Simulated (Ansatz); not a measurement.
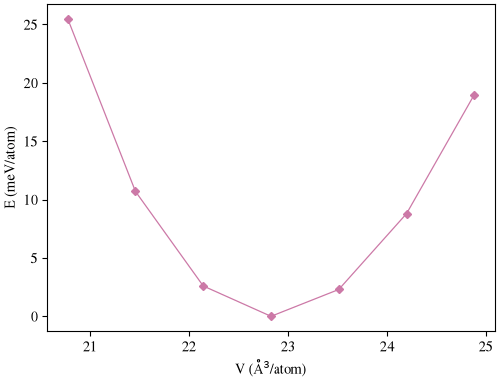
Fig. 1. Mg in space group P6/mmm (No. 191; Mg on 1a, Mg on 2d) under volume change, the program Ansatz at the r²SCAN level (PAW), shape and atoms relaxed at each volume.

Task: What does a third-order Birch–Murnaghan fit give for V₀, B₀ and B′?

Result: V₀ = 22.83 Å³/atom, B₀ = 37.9 GPa, B′ = 3.8.

The cell is a constructed one: a structure type filled with these elements; the Crystallography Open Database copy checked does not list it. It is not the phase usual at ambient conditions (space group No. 194). Symmetry was held in the r²SCAN relaxation; whether a distortion lowers the energy is not shown.

Potentials: the later of the program's two PAW sets.
